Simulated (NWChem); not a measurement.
# PBE0/x2c-TZVPall (ZORA) run of InHF2 (SMILES [F][InH][F])

Aim: the vertical ionisation energy of InHF2 at PBE0/x2c-TZVPall (ZORA), from 2 runs. 

Program for the calculation: NWChem 7.3.0.

2 further runs of the same task are left out: 1 that didn't finish, 1 set aside as unsound or not needed.

## 1. Starting point

InHF2: 4 atoms, total charge 0, spin state singlet. As SMILES, `[F][InH][F]`. Geometry: relaxed at PBE0-D4/def2-TZVP.

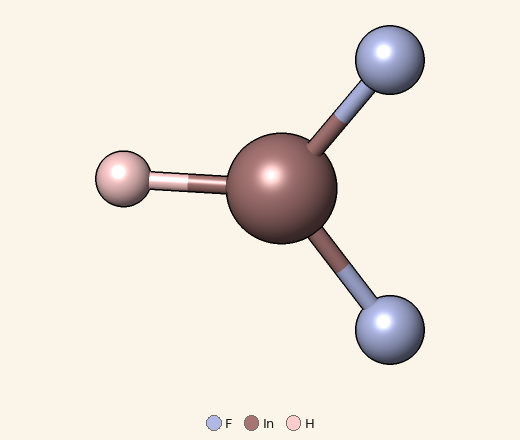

The structure, seen from a chosen angle (fluorine light blue, indium brown, hydrogen pink).

## 2. Energy and one-electron properties at PBE0/x2c-TZVPall (ZORA)

Contents of f2hin.nw:

```
start f2hin
memory total 2200 mb
geometry units angstrom noautosym nocenter noautoz
  F       -1.694300      -0.668800       0.241700
  In       0.043800       0.113800      -0.088400
  F        1.340800      -1.004700       0.811200
  H        0.365400       1.499400      -0.984800
end
basis spherical bse
  * library x2c-TZVPall
end
relativistic
  zora on
end
dft
  xc pbe0
  grid medium
  convergence energy 1e-06
  iterations 100
end
property
  octupole
  esp
end
task dft property
```

Command:

```
$ nwchem f2hin.nw > f2hin.out
```

What it wrote:

```text
[...]
          Wavefunction type:  closed shell.
          No. of atoms     :     4
          No. of electrons :    68
[...]
          Charge           :     0
          Spin multiplicity:     1
[...]
          AO basis - number of functions:   128
[...]
              XC Information
              --------------
                         PBE0 Method XC Functional
                     Hartree-Fock (Exact) Exchange  0.250
          PerdewBurkeErnzerhof Exchange Functional  0.750
            Perdew 1991 LDA Correlation Functional  1.000 local
           PerdewBurkeErnz. Correlation Functional  1.000 non-local
[...]
 d= 0,ls=0.0,diis     1  -6127.7742130950 -6.40D+03  1.36D-01  4.67D+04    13.6
[...]
 d= 0,ls=0.0,diis     8  -6143.4294296371 -7.65D-08  5.83D-06  2.22D-06    54.2
[...]
         Total DFT energy =    -6143.429429637095
      One electron energy =    -8978.721271817290
           Coulomb energy =     2743.744589638438
    Exchange-Corr. energy =     -181.883490054030
 Nuclear repulsion energy =      273.430742595788
       Scaling correction =       78.139869349829
[...]
```

Run time: 55 s. Hardware: 1 thread of AMD EPYC 7B13 (Zen 3), shared host; peak memory 0.12 GiB.

## 3. The doublet cation at the same level

Contents of calc.nw:

```
start calc
title "F2HIn properties"
memory total 2200 mb
charge 1

geometry units angstrom noautosym nocenter noautoz
  F       -1.694300      -0.668800       0.241700
  In       0.043800       0.113800      -0.088400
  F        1.340800      -1.004700       0.811200
  H        0.365400       1.499400      -0.984800
end

basis "ao basis" spherical bse
  * library x2c-TZVPall
end

relativistic
  zora on
end

dft
  xc pbe0
  mult 2
  grid medium
  convergence energy 1e-06
  maxiter 150
end

property
  octupole
  esp
end

task dft property
```

Command:

```
$ nwchem calc.nw > calc.out
```

What it wrote:

```text
[...]
          Wavefunction type:  spin polarized.
          No. of atoms     :     4
          No. of electrons :    67
[...]
          Charge           :     1
          Spin multiplicity:     2
[...]
          AO basis - number of functions:   128
[...]
              XC Information
              --------------
                         PBE0 Method XC Functional
                     Hartree-Fock (Exact) Exchange  0.250
          PerdewBurkeErnzerhof Exchange Functional  0.750
            Perdew 1991 LDA Correlation Functional  1.000 local
           PerdewBurkeErnz. Correlation Functional  1.000 non-local
[...]
 d= 0,ls=0.0,diis     1  -6127.4156942105 -6.40D+03  7.03D-02  1.15D+04    16.4
[...]
 d= 0,ls=0.0,diis    16  -6142.9758279304 -6.30D-08  2.45D-07  1.87D-09   114.4
[...]
         Total DFT energy =    -6142.975827930422
      One electron energy =    -8959.421084141351
           Coulomb energy =     2724.506917949718
    Exchange-Corr. energy =     -181.492404334577
 Nuclear repulsion energy =      273.430742595788
       Scaling correction =       78.186502950634
[...]
      <S2> =      0.7721 (Exact =     0.7500)
[...]
```

Run time: 1.9 min. Hardware: 1 thread of AMD EPYC 7B13 (Zen 3), shared host; peak memory 0.13 GiB.

## 4. Summary of results

At PBE0/x2c-TZVPall (ZORA):

```
                                          quantity           value
                       singlet InHF2: total energy  -6143.42943 Eh
                      singlet InHF2: dipole moment          3.52 D
                        singlet InHF2: HOMO energy        -9.96 eV
                        singlet InHF2: LUMO energy        -1.80 eV
                      singlet InHF2: HOMO–LUMO gap         8.16 eV
                      doublet cation: total energy  -6142.97583 Eh
doublet cation: HOMO energy (highest over α and β)       -16.92 eV
 doublet cation: LUMO energy (lowest over α and β)       -14.73 eV
                              doublet cation: ⟨S²⟩           0.772
vertical ionisation energy (to the doublet cation)       12.343 eV
```

In words: Removing an electron at fixed nuclei costs 12.34 eV (285 kcal/mol). −ε(HOMO) before ionisation, 9.96 eV, is 2.39 eV below this ionisation energy.
